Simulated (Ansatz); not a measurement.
# Pressure series in Rh

The parent structure is Rh in the fcc (Cu type) structure (space group Fm-3m, No. 225; a = 3.830 Å).

Cell and atoms are relaxed at each pressure.

All numbers come from PBE, PAW, 420 eV (Ansatz, an electronic-structure program; no spin-orbit coupling).

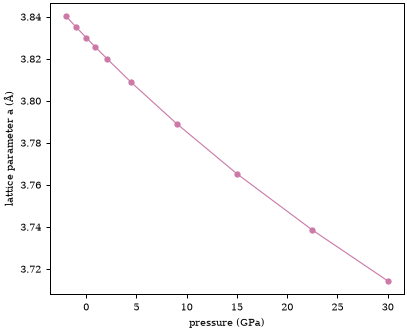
*Lattice parameter a against pressure*

```tsv
pressure (GPa)	lattice parameter a
-2	3.840 Å
-1	3.835 Å
0.9	3.826 Å
2.1	3.820 Å
4.5	3.809 Å
9	3.789 Å
15	3.765 Å
22.5	3.738 Å
30	3.714 Å
```

Load acts through the strain it causes; cell and atoms are relaxed under it. Stability against distortions was not tested. Competing high-pressure phases were not computed. All final runs are without spin polarisation.
